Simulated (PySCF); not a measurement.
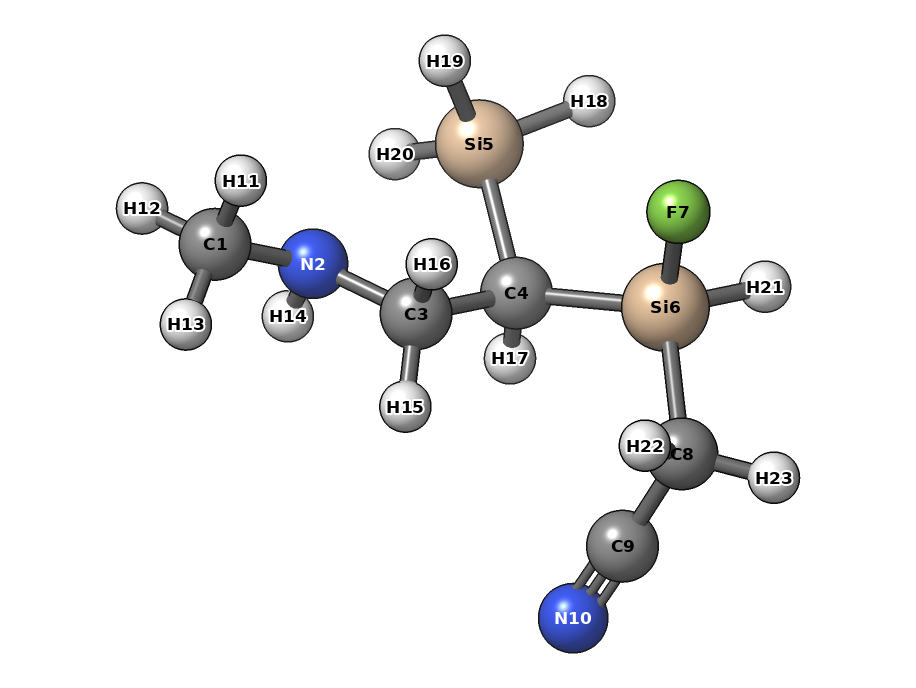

The geometry was computed by an optimisation with GFN2-xTB. No frequency run is at hand to confirm it as a minimum. Electric field gradients from the ground-state density, PBE0/pcSseg-1 (PySCF 2.14.0), non-relativistic apart from any core potentials.

Give the largest field-gradient component, the quadrupole coupling constant and the asymmetry for 14N at N2 (Q = 20.44 mb), 14N at N10 (Q = 20.44 mb), 2H at H11 (Q = 2.86 mb), 2H at H12 (Q = 2.86 mb).

| atom | V_zz (a.u.) | e²qQ/h (MHz) | η |
| --- | --- | --- | --- |
| N2 | −1.104 | −5.30 | 0.10 |
| N10 | −0.933 | −4.48 | 0.10 |
| H11 | 0.305 | 0.205 | 0.06 |
| H12 | 0.309 | 0.208 | 0.05 |

The geometry is semi-empirical. Around Si such bond lengths and angles can be off by a tenth of an ångström or more and by several degrees, and values that hang on the shape move with them.
